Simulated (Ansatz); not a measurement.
Bond stretch in GeBe, lowest singlet found (which spin is the ground state isn't settled by this scan).

Computed with: RCCSD = CCSD on RHF/aug-cc-pVDZ, cores with 3d frozen run with Ansatz (an electronic-structure program); RHF/aug-cc-pVDZ (Ansatz); RMP2 = MP2 on RHF/aug-cc-pVDZ, cores with 3d frozen (Ansatz).

Energies are in kcal/mol, each relative to the lowest point of its own curve between 1.80 and 2.55 Å, where full CI is lowest.

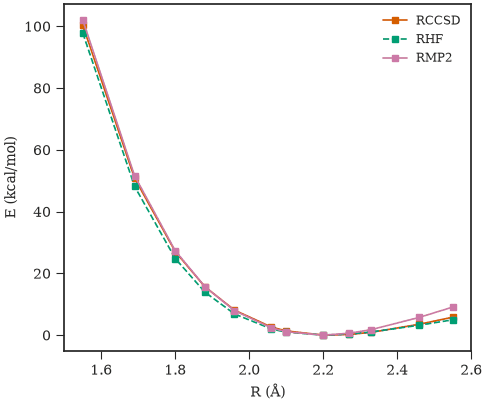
*Energy against bond length for each method.*

```tsv
R / Å	RCCSD	RHF	RMP2
1.55	100.4	97.8	102.1
1.69	50.8	48.2	51.6
1.80	27.0	24.8	27.3
1.88	15.7	13.9	15.7
1.96	8.1	6.9	7.9
2.06	2.6	2.0	2.3
2.10	1.3	0.9	1.1
2.20	0.0	0.0	0.0
2.27	0.2	0.3	0.6
2.33	0.9	1.0	1.8
2.46	3.5	3.2	5.8
2.55	5.8	4.9	9.1
```

At the longest distance, 2.55 Å, RMP2 lies highest above its minimum (9.1 kcal/mol) and RHF lowest (4.9 kcal/mol).

The scan ran from 1.55 to 7.36 Å; beyond the distances shown full CI changes its symmetry label. The T1 diagnostic of CCSD on the restricted reference of RCCSD, RMP2 exceeds 0.045 at 1.55 to 1.69, 2.55 Å. The restricted form behind RHF, RMP2 keeps the bonding electrons paired and can't separate into open-shell fragments.
